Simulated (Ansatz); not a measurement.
Input

```
crystal:
  periodic: [false, false, false]
  atoms:
    - symbol: Ge
      position_ang: [0.958579, -2.172949, -1.113658]
    - symbol: N
      position_ang: [1.193068, -0.407497, -0.490323]
    - symbol: O
      position_ang: [1.018480, -3.082192, 0.418849]
    - symbol: Si
      position_ang: [1.221622, 0.866435, -1.701593]
    - symbol: Si
      position_ang: [1.308593, 0.029576, 1.203388]
    - symbol: H
      position_ang: [1.261200, -2.636351, 1.241234]
    - symbol: H
      position_ang: [2.532979, 1.584413, -1.712872]
    - symbol: H
      position_ang: [0.145492, 1.876176, -1.454534]
    - symbol: H
      position_ang: [0.998501, 0.225624, -3.033695]
    - symbol: H
      position_ang: [2.066264, -1.023044, 1.955094]
    - symbol: H
      position_ang: [-0.034568, 0.159812, 1.845379]
    - symbol: H
      position_ang: [2.041489, 1.323774, 1.344961]
basis:
  gaussian:
    orbitals: def2-SVPD
total_charge: 0
hamiltonian:
  xc: pbe0
output: {forces: true, orbitals: {seedname: orbitals}}
```

Launched as:

```sh
ansatz run input.yaml --threads 2 --pin off --max-ram 6090MiB --events-out events.jsonl --progress --plain --runs-dir runs
```

Geometry: PBE0-D4/def2-SVP.

Computed with isolated molecule in a Gaussian basis; Kohn-Sham density functional theory, functional PBE0 in Ansatz 0.2.0.

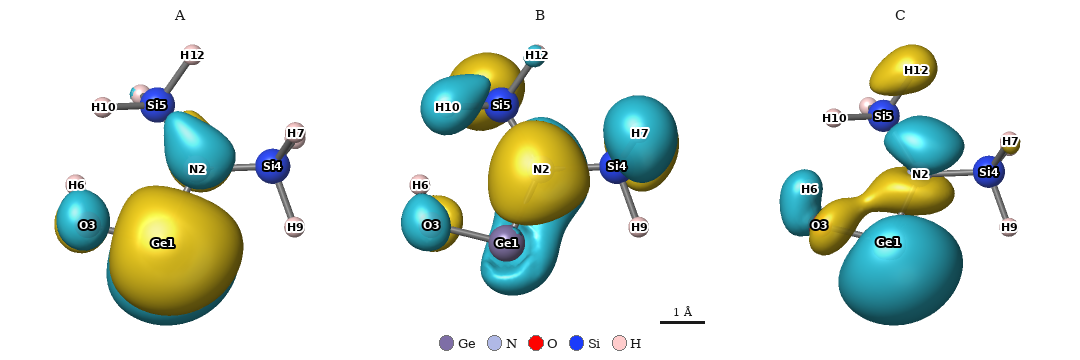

GeH7NOSi2 (SMILES [OH][Ge][N]([SiH3])[SiH3]). Three frontier orbitals at ±0.08 Å⁻³ᐟ² (yellow and cyan are the two phases), in no order.

Q: Order the three orbitals by energy and name them.

A: B is the HOMO−1 (−7.97 eV). It lies mainly on N2 (about 40 %), Ge1 (about 10 %), Si4 (about 10 %), Si5 (about 10 %), H8 (about 5 %) and H11 (about 5 %). C is the HOMO (−7.66 eV). Its weight (Hirshfeld) is mainly on Ge1 (about 65 %), N2 (about 15 %) and O3 (about 10 %). A is the LUMO (−1.75 eV). By Hirshfeld shares it lies mainly on Ge1 (about 75 %), N2 (about 10 %) and O3 (about 10 %).

Q: What is the HOMO–LUMO gap?

A: 5.91 eV between the orbital energies.
